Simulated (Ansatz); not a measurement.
Consider SiC (space group P6_3mc, No. 186; a = 3.0778 Å, c = 10.0773 Å). Axes: x lies along a and z along c of the hexagonal cell.

Perturbation: biaxial strain −0.90 %, plane normal [001], relaxed out of plane (Cartesian); in-plane vectors clamped, the third vector and the atoms free.

Method: r2SCAN (Ansatz, a quantum-chemistry and plane-wave program; PAW; 500 eV plane waves; without spin-orbit coupling), earlier PAW set.

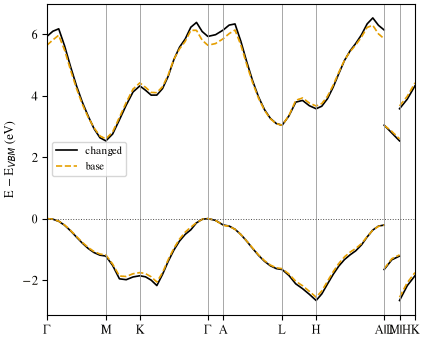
Figure. Highest valence and lowest conduction band along the path, each from its own valence-band maximum

The gap is 2.53 eV, indirect, Γ → M; the base has 2.60 eV.

Stability against distortions was not tested.
